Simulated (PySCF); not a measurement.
# C6H5F: the cost of one run

Computed with PySCF 2.14.0. Level: levels as typed in each script, gas phase, geometry from GFN2-xTB.

1 further run of the same task is left out (it didn't finish).

### 1 Starting geometry

12 atoms, charge 0, spin multiplicity 1.

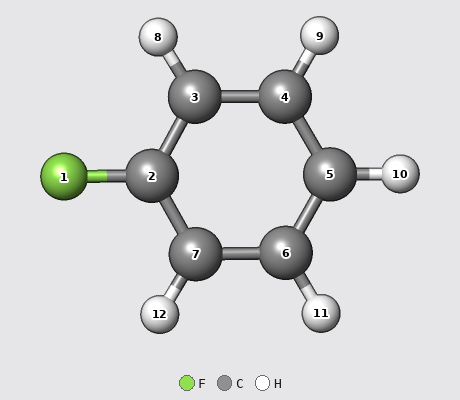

The structure; fluorine green, carbon grey, hydrogen white; atoms are numbered from 1 in the order of the file.

Geometry (Å):

```
F     2.2747    0.0001    0.0000
C     0.9240   -0.0001    0.0000
C     0.2549   -1.2101    0.0000
C    -1.1292   -1.2007    0.0000
C    -1.8196    0.0000    0.0000
C    -1.1292    1.2007    0.0000
C     0.2549    1.2101    0.0000
H     0.8146   -2.1322    0.0000
H    -1.6687   -2.1357    0.0000
H    -2.8990    0.0003    0.0000
H    -1.6687    2.1357    0.0000
H     0.8146    2.1322    0.0000
```

### 2 The π active space (6-31+g*)

input.py reads:

```python
import numpy as np
from pyscf import gto, scf, dft, mcscf, mrpt
from pyscf.mcscf import avas

def solve(mol, dm0=None, hcore=None):
    mf = scf.ROHF(mol) if mol.spin else scf.RHF(mol)
    mf = mf.density_fit(auxbasis='def2-universal-jkfit')
    mf.conv_tol, mf.max_cycle = 1e-8, 80
    if hcore is not None:
        mf.get_hcore = lambda *args: hcore
    mf.kernel(dm0)
    if not mf.converged:
        mf = mf.newton().run(mf.mo_coeff, mf.mo_occ, max_cycle=30)
    assert mf.converged, 'SCF not converged'
    return mf

mol = gto.M(atom='''
F      2.27468     0.00008     0.00000
C      0.92396    -0.00011     0.00000
C      0.25494    -1.21010     0.00000
C     -1.12915    -1.20073     0.00000
C     -1.81963     0.00003     0.00000
C     -1.12917     1.20068     0.00000
C      0.25492     1.21008     0.00000
H      0.81459    -2.13216     0.00000
H     -1.66867    -2.13573     0.00000
H     -2.89904     0.00025     0.00000
H     -1.66870     2.13568     0.00000
H      0.81456     2.13215     0.00000
''', basis='6-31+g*', charge=0, spin=0, verbose=4)
mf = solve(mol)
ncas, nel, orbs = avas.avas(mf, ['C 2pz'], threshold=0.5, openshell_option=3)
print('active space', nel, ncas)
assert 2 <= ncas <= 10, 'active space too large or empty'
mc = mcscf.CASSCF(mf, ncas, nel)
mc.natorb, mc.max_cycle_macro = True, 60
mc.fix_spin_(ss=mol.spin / 2 * (mol.spin / 2 + 1))
mc.kernel(orbs)
occ = mc.mo_occ[mc.ncore:mc.ncore + ncas]
print('natural occupations', occ.round(4))
e2 = mrpt.NEVPT(mc).kernel()
out = dict(c=mc.mo_coeff[:, mc.ncore:mc.ncore + ncas], occ=occ, e=mc.e_tot, e2=e2, ehf=mf.e_tot, ok=mc.converged, nel=nel, w0=abs(mc.ci).max() ** 2, dm=mc.make_rdm1())
# the other spin state at the same geometry
other = mol.copy().set(spin=2).build()
mo = scf.ROHF(other).density_fit(auxbasis='def2-universal-jkfit').run()
na = (nel + other.spin) // 2
m2 = mcscf.CASSCF(mo, ncas, (na, nel - na))
m2.natorb = True
m2.fix_spin_(ss=other.spin / 2 * (other.spin / 2 + 1))
m2.kernel(mc.mo_coeff)
e2o = mrpt.NEVPT(m2).kernel()
print('other state above this one / eV: CASSCF', (m2.e_tot - mc.e_tot) * 27.211386, 'NEVPT2', (m2.e_tot + e2o - mc.e_tot - e2) * 27.211386)
np.savez('result.npz', eo=m2.e_tot, e2o=e2o, oko=m2.converged, occo=m2.mo_occ[mc.ncore:mc.ncore + ncas], co=m2.mo_coeff[:, mc.ncore:mc.ncore + ncas], **out)
```

Started as:

```console
OMP_NUM_THREADS=1 python input.py
```

**Question.** How long does this run take on 1 thread of Arm Neoverse V2, shared host, and how much memory does it need?

About 2 min, with a peak of 0.39 GiB.
